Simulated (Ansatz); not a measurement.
**FH₆NSi₃ (SMILES [H]/[Si-]=[N+](/[SiH3])[SiH2]F): density, localisation and related maps**

```json
{"atom": "F", "x (Å)": "0.9544", "y (Å)": "0.9276", "z (Å)": "-2.3709"}
{"atom": "N", "x (Å)": "0.8177", "y (Å)": "1.6320", "z (Å)": "0.2347"}
{"atom": "Si", "x (Å)": "0.5400", "y (Å)": "2.1836", "z (Å)": "-1.4058"}
{"atom": "Si", "x (Å)": "0.4417", "y (Å)": "2.8162", "z (Å)": "1.4635"}
{"atom": "Si", "x (Å)": "1.4271", "y (Å)": "0.0125", "z (Å)": "0.6151"}
{"atom": "H", "x (Å)": "1.4285", "y (Å)": "3.3156", "z (Å)": "-1.7624"}
{"atom": "H", "x (Å)": "-0.8939", "y (Å)": "2.4666", "z (Å)": "-1.6545"}
{"atom": "H", "x (Å)": "2.7706", "y (Å)": "-0.1922", "z (Å)": "0.0079"}
{"atom": "H", "x (Å)": "0.0079", "y (Å)": "3.8695", "z (Å)": "0.4076"}
{"atom": "H", "x (Å)": "1.5190", "y (Å)": "-0.0537", "z (Å)": "2.1010"}
{"atom": "H", "x (Å)": "0.4878", "y (Å)": "-1.0267", "z (Å)": "0.1118"}
```

Geometry: PBE0-D3(BJ)/pcseg-1.

These are results of isolated molecule in a Gaussian basis; Kohn-Sham density functional theory, functional PBE0 in Ansatz, not measurements.

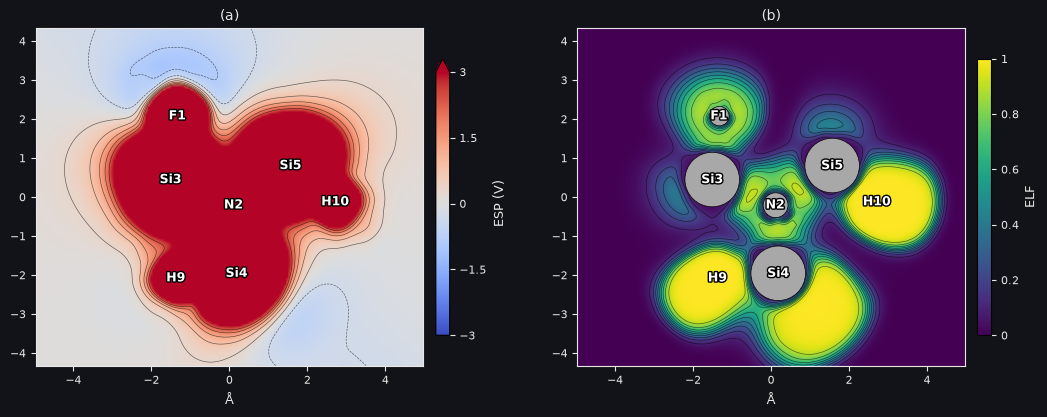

Figure 1. (a) electrostatic potential; (b) electron localisation function on the plane of atoms Si4, N2 and Si5. Grey discs cover the atomic cores in the ELF map.

Describe what can be read from this map.

Answer.
- The plane passes through F, N, Si and H nuclei.
- Si–F (1.64 Å): the ELF peaks at about 0.85 in the valence shell of F, 0.6 Å from its nucleus, and is about 0.55 at the midpoint.
- Si–N (1.75 Å): the ELF peaks at about 0.90 between the atoms; a shared but strongly polarised pair.
- Si–H (1.49 Å): the ELF climbs to about 1 towards the hydrogen, as it does in any bond to H.
- The ELF also peaks beside Si4 and F1, away from the bonds: lone-pair regions.
- Outside the dense part of the molecule the potential is most negative (−1.0 V) near F1.

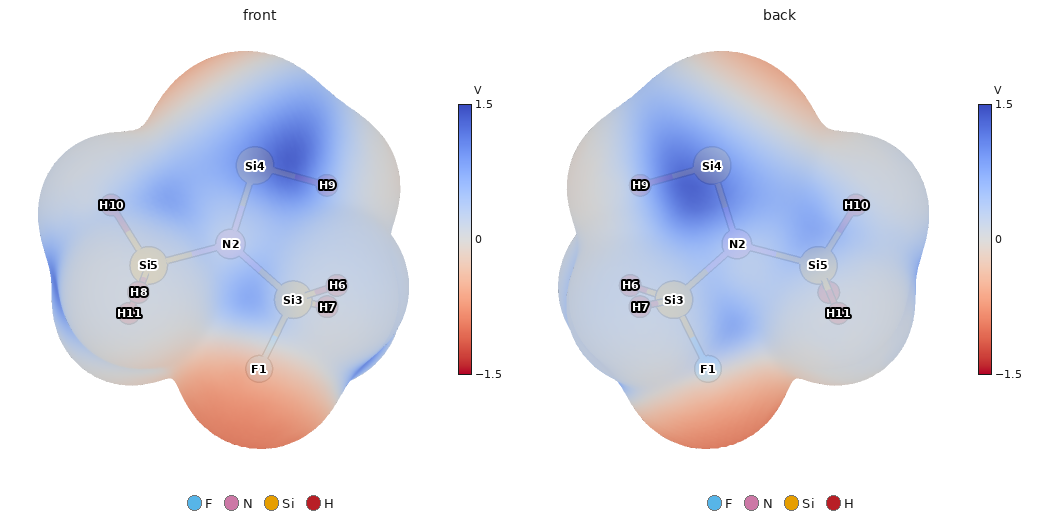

Figure 2. The electrostatic potential painted on the density surface at 0.001 e/bohr³, seen from the front and from behind; the colour scale runs from red (negative) to blue (positive).

Where is the surface potential most negative and most positive?

Answer. The most negative region (about −0.9 V, or −21 kcal/mol for a unit charge) lies over F1, the most positive (about +1.3 V, or +30 kcal/mol for a unit charge) over Si4.

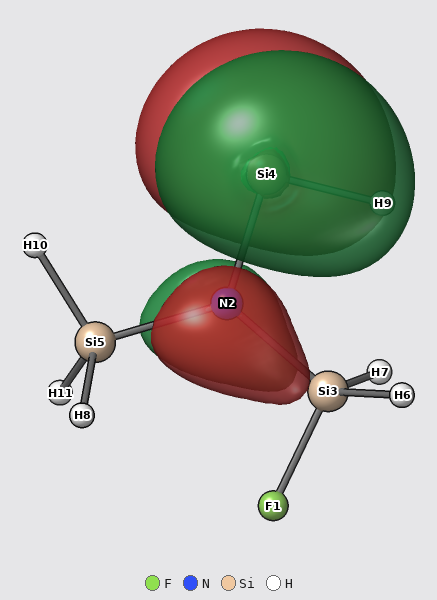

Figure 3. One frontier orbital at ±0.08 Å⁻³ᐟ² (green and red are the two phases), seen across its widest extent.

Which orbital is it: HOMO or LUMO?

Answer. The LUMO, at −2.39 eV. It lies mainly on Si4 (about 80 %) and N2 (about 10 %).
